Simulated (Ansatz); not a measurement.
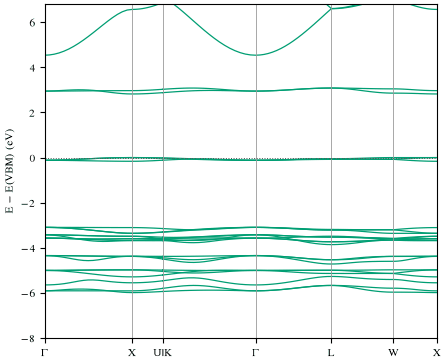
*Band structure from plane-wave PAW r²SCAN (Ansatz code)*

Question: Read off the gap and where the band edges lie.

Answer: About 2.8 eV (2.82 eV by a search for the band edges); maximum at X, minimum at X.

The material is KRb2RhF6 in space group Fm-3m (No. 225; K on 4b, Rb on 8c, Rh on 4a, F on 24e).

The first step of the workflow began from a Materials Project structure, measured or hypothetical; the Crystallography Open Database files this formula in space group No. 225, but the cells were not matched. Its standing as an ambient phase is unchecked. The r²SCAN relaxation kept the symmetry of its start; its stability against distortions is not shown here. The run is not spin-polarised. Scalar-relativistic: spin–orbit coupling is off unless named, which matters more the heavier the elements.

Potentials: the later of the program's two PAW sets.
